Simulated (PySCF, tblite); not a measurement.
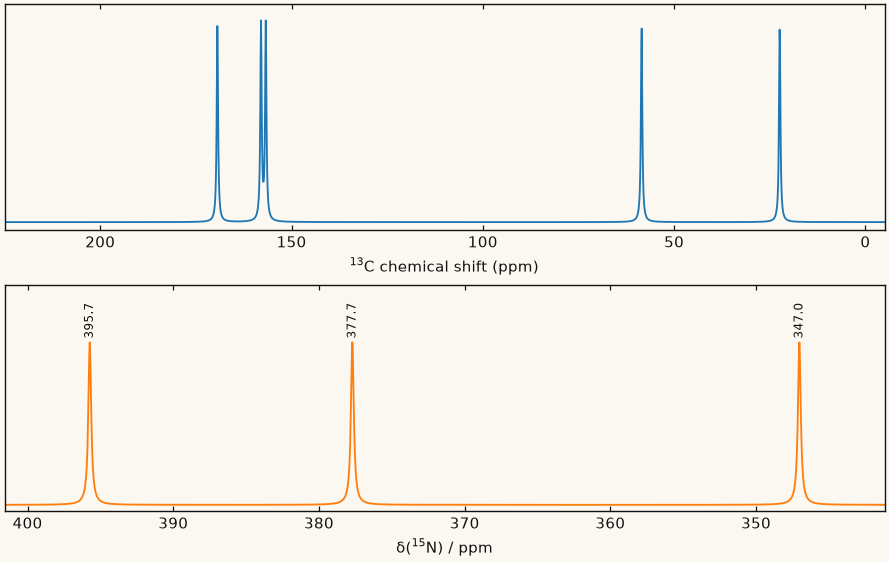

GIAO shifts, PBE0/pcSseg-1, PySCF, at a GFN2-xTB geometry (a minimum by its frequencies), against TMS for ¹³C and NH₃ for ¹⁵N computed at the same level (¹⁵N: a single molecule, while the usual scales start at liquid NH₃ or nitromethane; multiply bonded nitrogen can come out tens of ppm too deshielded). Gas phase, fully decoupled, line heights follow the number of nuclei, widths are arbitrary (no quadrupolar broadening); values of one conformer, averaged over nuclei that symmetry, rotation about single bonds or inversion at nitrogen exchange, these motions taken as fast; other conformers aren't averaged in.

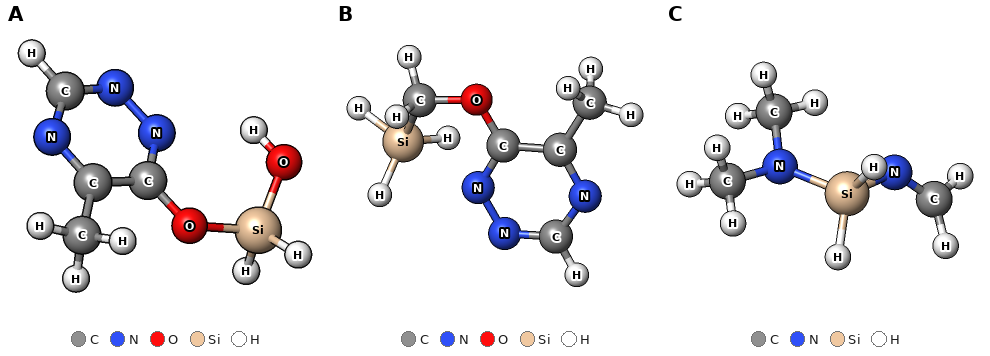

Which molecule was computed? The candidates are drawn in the second picture.

Structure B, C₅H₉N₃OSi, SMILES Cc1ncnnc1OC[SiH3]. Its ¹³C signals: 169.4 (1 C), 158.0 (1 C), 156.7 (1 C), 58.5 (1 C), 22.4 (1 C) ppm. Its ¹⁵N signals: 395.7 (1 N), 377.7 (1 N), 347.0 (1 N) ppm.

Known limits of this run: the tight-binding geometry is rougher than a DFT one and adds to the error.
